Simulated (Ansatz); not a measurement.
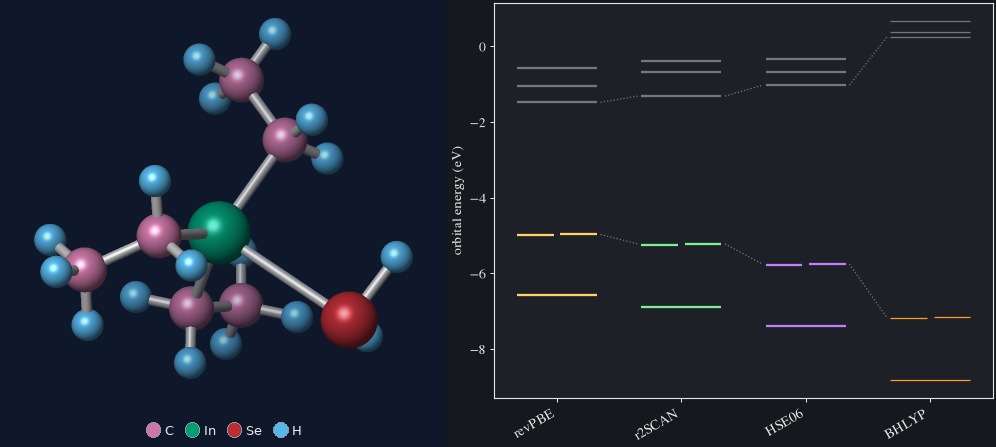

Frontier orbital energies of C₆H₁₇InSe, SMILES C[CH2][In-]([SeH2+])([CH2]C)[CH2]C, singlet at one geometry, def2-TZVPP, the Ansatz code 0.2.0, at a PBE0-D4/def2-TZVP geometry (no frequency check). Empty levels are grey, levels within 0.1 eV stand side by side; all columns show the same few orbitals around the gap. Dotted lines join the HOMOs and the LUMOs.

Question: How do the frontier levels move from column to column?

Answer: The separation grows from 3.49 eV (revPBE) to 7.41 eV (BHLYP).

| level | HOMO (eV) | LUMO (eV) | separation (eV) |
| --- | --- | --- | --- |
| revPBE | −4.97 | −1.48 | 3.49 |
| r2SCAN | −5.23 | −1.32 | 3.91 |
| HSE06 | −5.75 | −1.03 | 4.73 |
| BHLYP | −7.17 | 0.24 | 7.41 |

Limits of at least one run: core potentials past krypton; empty levels above zero depend strongly on the basis; no scalar relativity up to krypton; one conformer of a flexible molecule; spin-orbit coupling is left out, and with Se and In it can shift these levels and split any degenerate set.
